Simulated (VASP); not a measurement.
Band structure of RhSi (relaxed from the wurtzite structure, space group P6_3/mmc). Computed with PBEsol GGA, VASP's PBE PAW potentials (set 64) (plane waves; VASP).

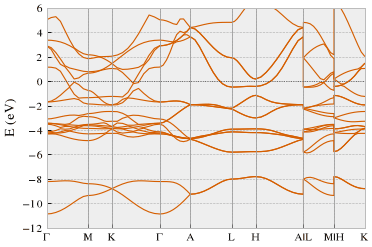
Figure: Bands along high-symmetry lines, zero at the valence-band maximum or, without a gap, the Fermi level

Problem. Read the plot: is there a gap, and where are the band edges?

Solution. It has no gap at this level: it comes out as a metal or semimetal. (Edges off the drawn lines would not show.)

The structure was generated: RhSi was put into the wurtzite type (P6_3mc), which need not be its known phase. It was relaxed first, which changed the volume by -32 %. The relaxed cell has space group P6_3/mmc.
